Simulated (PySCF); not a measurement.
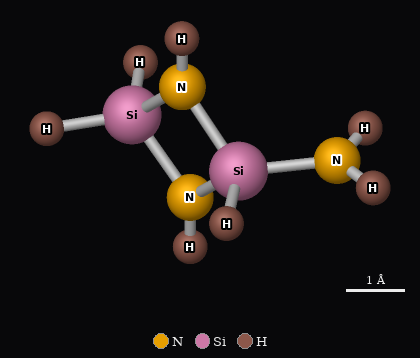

**Figure 1.** The structure as given in the input (ball-and-stick view, seen at a tilt). Bond lengths as drawn: H–N 1.01 Å, H–Si 1.49 to 1.50 Å and N–Si 1.71 to 1.75 Å.

Core-level calculation of Si2N3H7

System: Si2N3H7, SMILES N[SiH]1N[SiH2]N1.
Method: delta-SCF UKS HF, pcX-2 on the ionised atom, pcseg-1 elsewhere, spin-free X2C (PySCF 2.14.0).

Figures and captions count atoms from 1; the log counts them from 0 in places.

## Output
```
ground state, core basis on atom 0 (N), 144 functions
  cycle   1  E = -746.48531280  |g| = 4.32e-01
  cycle   2  E = -746.53871828  |g| = 1.58e-01
  cycle   3  E = -746.54514128  |g| = 6.32e-02
  cycle   4  E = -746.54620987  |g| = 5.67e-03
  cycle   5  E = -746.54622492  |g| = 2.14e-03
  cycle   6  E = -746.54622628  |g| = 6.27e-04
  cycle   7  E = -746.54622646  |g| = 1.59e-04
  E(ground) = -746.54622646 Eh
hole in N 1s of atom 0
  cycle   1  E = -731.00540725  |g| = 1.84e+00
  cycle   2  E = -731.43957226  |g| = 9.83e-01
  cycle   3  E = -731.69059898  |g| = 1.02e-01
[... 5 cycles left out ...]
  E(ion) = -731.69494296 Eh   <S^2> = 0.7745   hole on atom = 1.000   binding energy = 404.124 eV
ground state, core basis on atom 1 (Si), 155 functions
[... 5 cycles left out ...]
  E(ground) = -746.61533495 Eh
hole in Si 1s of atom 1
[... 9 cycles left out ...]
  E(ion) = -678.69481403 Eh   <S^2> = 0.7536   hole on atom = 1.000   binding energy = 1848.212 eV
hole in Si 2p of atom 1
[... 8 cycles left out ...]
  E(ion) = -742.68907631 Eh   <S^2> = 0.7558   hole on atom = 1.002   binding energy = 106.839 eV
  2p3/2 = 106.631 eV   2p1/2 = 107.226 eV
ground state, core basis on atom 2 (N), 144 functions
[... 5 cycles left out ...]
  E(ground) = -746.54955526 Eh
hole in N 1s of atom 2
[... 9 cycles left out ...]
  E(ion) = -731.73450356 Eh   <S^2> = 0.7760   hole on atom = 1.000   binding energy = 403.138 eV
ground state, core basis on atom 3 (Si), 155 functions
[... 5 cycles left out ...]
  E(ground) = -746.60907554 Eh
hole in Si 1s of atom 3
[... 8 cycles left out ...]
  cycle   9  E = -678.69722393  |g| = 3.40e-04
  E(ion) = -678.69722393 Eh   <S^2> = 0.7541   hole on atom = 1.000   binding energy = 1847.976 eV
hole in Si 2p of atom 3
  cycle   1  E = -742.37493329  |g| = 1.21e+00
  cycle   2  E = -742.64969397  |g| = 4.15e-01
  cycle   3  E = -742.68675273  |g| = 4.44e-02
  cycle   4  E = -742.68764841  |g| = 1.79e-02
  cycle   5  E = -742.68786333  |g| = 6.81e-03
  cycle   6  E = -742.68792056  |g| = 3.51e-03
  cycle   7  E = -742.68794644  |g| = 1.44e-03
  cycle   8  E = -742.68795151  |g| = 5.06e-04
  cycle   9  E = -742.68795191  |g| = 2.13e-04
  E(ion) = -742.68795191 Eh   <S^2> = 0.7590   hole on atom = 1.002   binding energy = 106.699 eV
  2p3/2 = 106.517 eV   2p1/2 = 107.113 eV
```

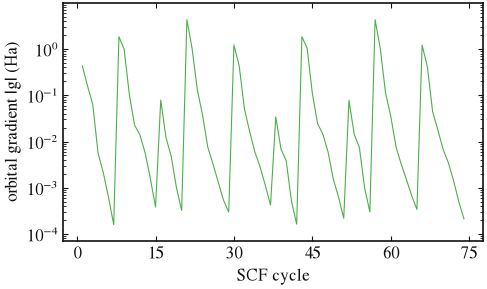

**Figure 2.** Convergence of the self-consistent field: orbital gradient |g| against the SCF cycle. All cycles printed in the log are drawn one after another.

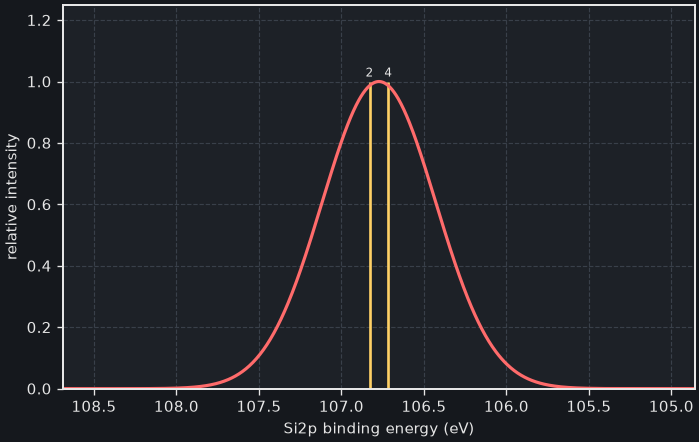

**Figure 3.** Si2p binding energies by ΔSCF of the atoms computed, labelled by atom number, with a Gaussian envelope of 0.8 eV full width. They run from 106.72 eV (atom 4) to 106.83 eV (atom 2).

The run was set up as follows.

## Input file
```
{"job": {"kind": "xps", "xc": "HF"}, "charge": 0, "multiplicity": 1}
N      2.124553     0.322918    -0.275895
Si     0.666146    -0.536680    -0.033654
N     -0.679830    -0.207756    -1.104997
Si    -1.743012     0.280873     0.185634
N     -0.388025     0.013213     1.248368
H      3.019532    -0.136437    -0.376286
H      2.178216     1.329415    -0.368110
H      1.114984    -1.959890     0.028711
H     -0.822955    -0.388958    -2.086816
H     -2.935839    -0.596815     0.412668
H     -2.253837     1.689432     0.125750
H     -0.238875     0.161082     2.234665
```

The first line tells a small driver script what to run in PySCF; the rest is the geometry in Å.

Launched with:
```bash
OMP_NUM_THREADS=1 python <driver script> task.json out
```

## Key numbers

| quantity | value |
| --- | --- |
| outcome | converged |
| hardware | 1 CPU thread, shared host |
| wall time | 24 s |
| peak memory | 0.6 GiB |
